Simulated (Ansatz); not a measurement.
## Electronic structure of CH4S2Si (SMILES C1[SiH2]SS1) in real space

Input file:

```
crystal:
  periodic: [false, false, false]
  atoms:
    - {symbol: C, position_ang: [-0.513568, 0.770941, -0.338988]}
    - {symbol: Si, position_ang: [0.283573, -0.571450, 0.699506]}
    - {symbol: S, position_ang: [1.684464, -0.929757, -0.879208]}
    - {symbol: S, position_ang: [0.062144, -0.013836, -1.887464]}
    - {symbol: H, position_ang: [-1.602032, 0.823689, -0.319383]}
    - {symbol: H, position_ang: [-0.077891, 1.764774, -0.224590]}
    - {symbol: H, position_ang: [0.911988, -0.198744, 1.993967]}
    - {symbol: H, position_ang: [-0.656577, -1.702716, 0.900460]}
basis:
  gaussian: {orbitals: def2-TZVPP}
hamiltonian: {xc: pbe0, dispersion: d4}
output: {orbitals: {seedname: orbitals}}
```

Command:

```sh
ansatz run in.yaml --threads 2 --pin off --events-out ev --progress --plain --max-ram 4352MiB
```

Geometry: PBE0-D4/def2-TZVP.

Method: RKS PBE0-D4/def2-TZVPP (Ansatz).

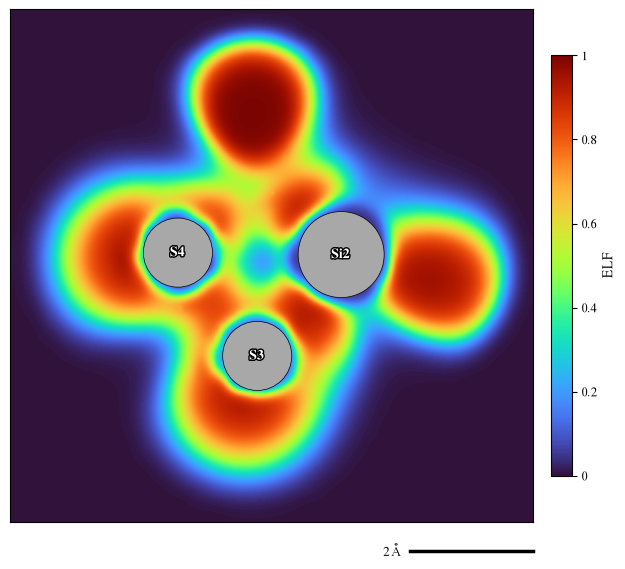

Figure 1. Electron localisation function on the plane of atoms Si2, S3 and S4. Grey discs cover the atomic cores.

Describe what can be read from this map.

- The section cuts through Si and S sites.
- S–S (2.12 Å): the ELF peaks at about 0.85 between the atoms; a shared electron pair.
- Si–S (2.14 Å): the ELF peaks at about 0.90 between the atoms; a covalent bond.
- The ELF also peaks beside S3 and S4, away from the bonds: lone-pair regions.

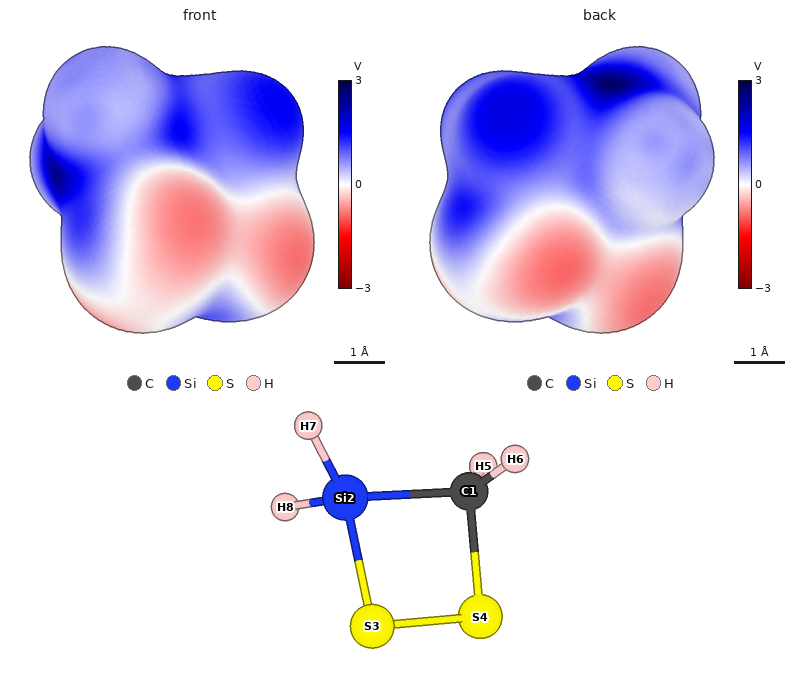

Figure 2. The electrostatic potential painted on the density surface at 0.004 e/bohr³, seen from the front and from behind; the colour scale runs from red (negative) to blue (positive). The bare structure is drawn below in the same view.

Where is the surface potential most negative and most positive?

The most negative region (about −0.9 V) lies over S4, the most positive (about +2.4 V) over Si2.

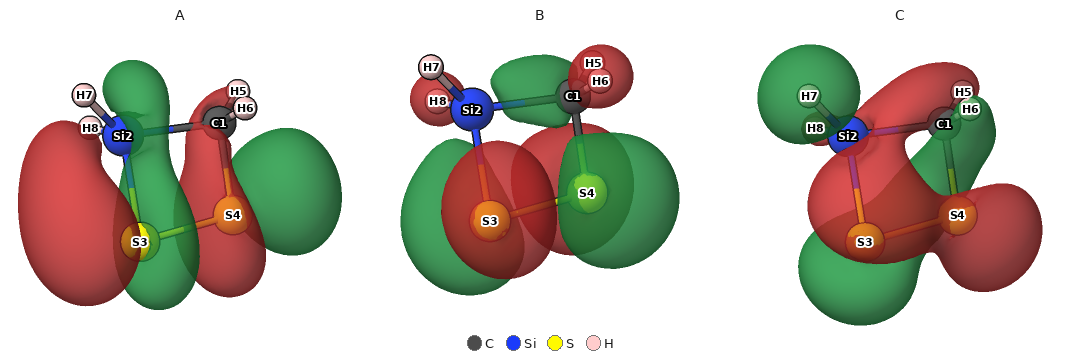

Figure 3. Three frontier orbitals at ±0.08 Å⁻³ᐟ² (green and red are the two phases), in no order.

Which picture is the HOMO−1, the HOMO and the LUMO?

C is the HOMO−1 (−8.27 eV). It lies mainly on S3 (about 40 %), S4 (about 30 %), Si2 (about 10 %), H7 (about 10 %) and C1 (about 5 %). B is the HOMO (−6.14 eV). Its weight (Hirshfeld) is mainly on S4 (about 45 %) and S3 (about 40 %); π-antibonding (π*) across S4–S3. A is the LUMO (−1.52 eV). Its weight (Hirshfeld) is mainly on S4 (about 40 %), S3 (about 40 %) and Si2 (about 15 %).

What is the HOMO–LUMO gap?

4.62 eV between the orbital energies.
